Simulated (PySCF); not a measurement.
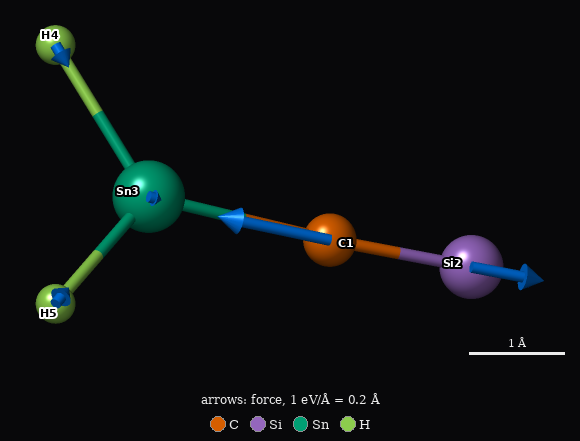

Starting geometry of CH₂SiSn with the computed forces as blue arrows. Style: ball-and-stick. Shown at a tilt.

It is one of the separated reactants of a reaction.

Method: RKS PBE-D4/def2-SVP, density fitting in PySCF. 

**What follows when this structure is relaxed?**

It isn't relaxed: the largest force vector, on C1, is 6.46 eV/Å. The final displacements follow the starting forces only in part (cosine between the two patterns 0.53). The largest moves after the best rigid fit, 0.17 Å, are those of H4 and H5. By element the largest moves are H 0.17 Å, C 0.15 Å, Si 0.05 Å. Sn stays in place. Near-neighbour distances that change, for instance: Sn3–H4 1.904 → 1.730 Å, C1–Sn3 2.125 → 1.975 Å, C1–Si2 1.600 → 1.695 Å. Over 8 geometry steps the energy falls by 63.6 kJ/mol. Cost: 34 s on 2 threads of AMD EPYC 7B13, on a shared host.
